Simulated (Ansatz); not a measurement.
**Run report: CH9NSi, single-point calculation**

System: CH9NSi, SMILES C.[SiH3]N.
Method: RKS PBE0-D4/def2-TZVPPD (Ansatz 0.2.0).

The geometry is a complex of two molecules. The geometry comes from this level: PBE0-D4/def2-TZVP.

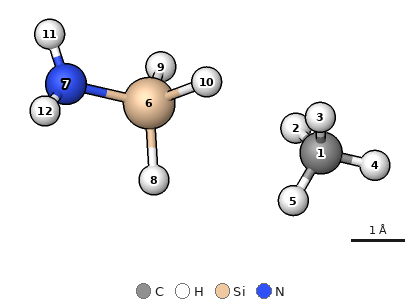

Figure 1. The input geometry (ball-and-stick view, seen at a tilt; atoms are numbered from 1 in the order of the input).

Input file:
```yaml
crystal:
  periodic: [false, false, false]
  atoms:
    - {symbol: C, position_ang: [-0.108300, -0.177596, -2.590370]}
    - {symbol: H, position_ang: [-0.828034, 0.625381, -2.434015]}
    - {symbol: H, position_ang: [0.832563, 0.076839, -2.102423]}
    - {symbol: H, position_ang: [0.062584, -0.310337, -3.658385]}
    - {symbol: H, position_ang: [-0.499019, -1.102824, -2.167568]}
    - {symbol: Si, position_ang: [0.067435, 0.071783, 1.192064]}
    - {symbol: N, position_ang: [-0.087849, 0.215783, 2.899255]}
    - {symbol: H, position_ang: [-0.605977, -1.186493, 0.779915]}
    - {symbol: H, position_ang: [-0.595366, 1.248489, 0.573752]}
    - {symbol: H, position_ang: [1.466100, 0.022196, 0.668457]}
    - {symbol: H, position_ang: [0.151568, 1.083902, 3.350413]}
    - {symbol: H, position_ang: [0.144194, -0.567123, 3.489002]}
basis:
  gaussian: {orbitals: "def2-TZVPPD.json"}
hamiltonian: {xc: pbe0, dispersion: d4}
output: {orbitals: {seedname: orbitals}}
```

Hardware: 4 threads of Arm Neoverse V1, 23 GiB of memory available, shared host.

Launched with:
```bash
ansatz run in.yaml --threads 4 --pin off --events-out ev --progress --plain --max-ram 9574MiB
```

What the program printed:
```
Functional definition: PBE0
  name "PBE0"
  cite "Adamo & Barone, J. Chem. Phys. 110, 6158 (1999) doi:10.1063/1.478522"
  cite "Perdew, Burke & Ernzerhof, Phys. Rev. Lett. 77, 3865 (1996) doi:10.1103/PhysRevLett.77.3865"
  parent pbe
  parameter a = 0.25
  parameter kappa = 0.804
  parameter beta = 0.06672455060314922
  exchange = (1 - a)*pbe_x(kappa = kappa, mu = beta*pi^2/3) + a*exact_x
  correlation = pbe_c(beta = beta)
1206 factors; their error is unknown
mean field evaluation 1: about -10536.5845 eV, gradient 7.2e1 eV
mean field evaluation 2: about -10527.7926 eV, gradient 9.0e1 eV
mean field evaluation 4: about -10546.6925 eV, gradient 4.5e0 eV
mean field evaluation 8: about -10546.7379 eV, gradient 8.0e-2 eV
mean field evaluation 16: about -10546.7468 eV, gradient 5.3e-5 eV
mean field -10546.74678883 eV, -387.5857956479 hartree, gradient 5.3e-5 eV, S^2 0.000000; 0 other end points of the search recorded, 0 dependent functions left out
reference -10546.74682692 eV, -387.5857970474 hartree; 18, 18 occupied and 257, 257 virtual orbitals, 1206 factors
Total energy: -10546.87005076 eV, -387.5903254403 hartree
```

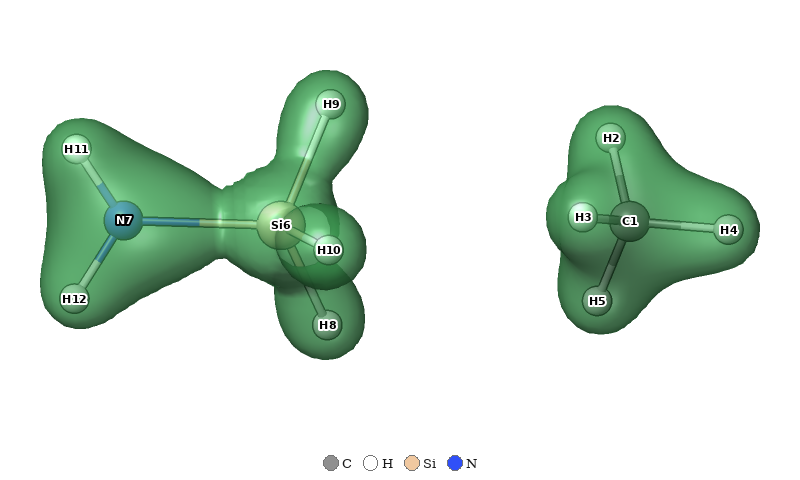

Figure 2. Isosurface of the total electron density at 0.6 e/Å³ (green), seen at a tilt. At this value the surface falls into two separate pieces. It is pinched off along the C···Si (3.79 Å) contacts. On the grid the lowest density along these lines, outside the cores, is 0.02 e/Å³ (C···Si, 3.79 Å), 0.95 e/Å³ (Si–N, 1.72 Å), 2.3 e/Å³ (N–H, 1.01 Å) and 1.9 e/Å³ (C–H, 1.09 Å).

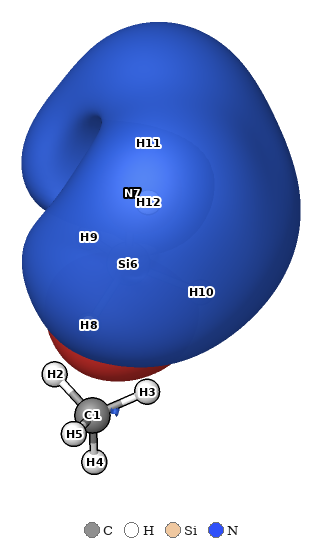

Figure 3. The LUMO at ±0.06 Å⁻³ᐟ² (blue and red are the two phases), seen at an oblique angle. By Hirshfeld shares it lies mainly on Si6 (35 %), H12 (20 %), H11 (20 %) and N7 (10 %). Its energy is −0.06 eV.

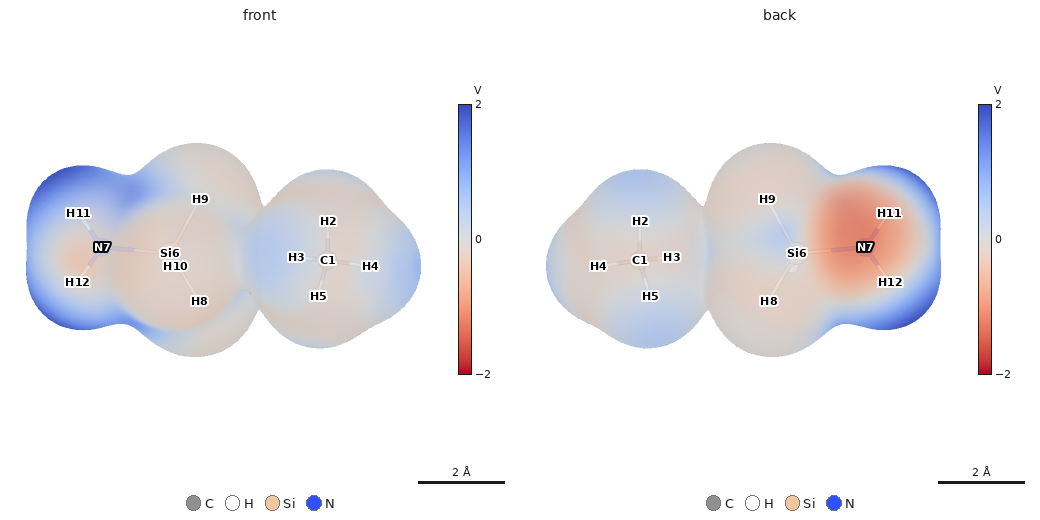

Figure 4. The electrostatic potential painted on the density surface at 0.002 e/bohr³, seen at a tilt and from behind; red is negative and blue positive.

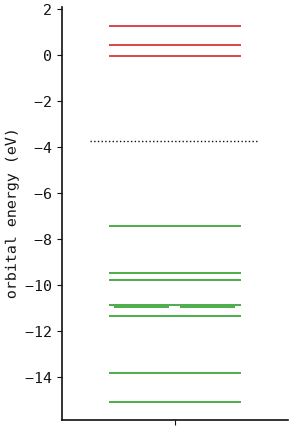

Figure 5. Orbital energies near the frontier; the dotted line parts filled from empty levels, and levels within 0.02 eV of each other stand side by side. Highest filled −7.45 eV, lowest empty −0.06 eV, 7.39 eV apart.

Summary:

```tsv
quantity	value
outcome	converged
total energy	−10546.8701 eV
mean-field energy	−10546.7468 eV
dispersion energy	−0.1232 eV
SCF solution under orbital rotations	stable
HOMO	−7.45 eV
LUMO	−0.06 eV
wall time	2.4 s (CPU time 8.9 s)
peak memory	0.55 GiB
```
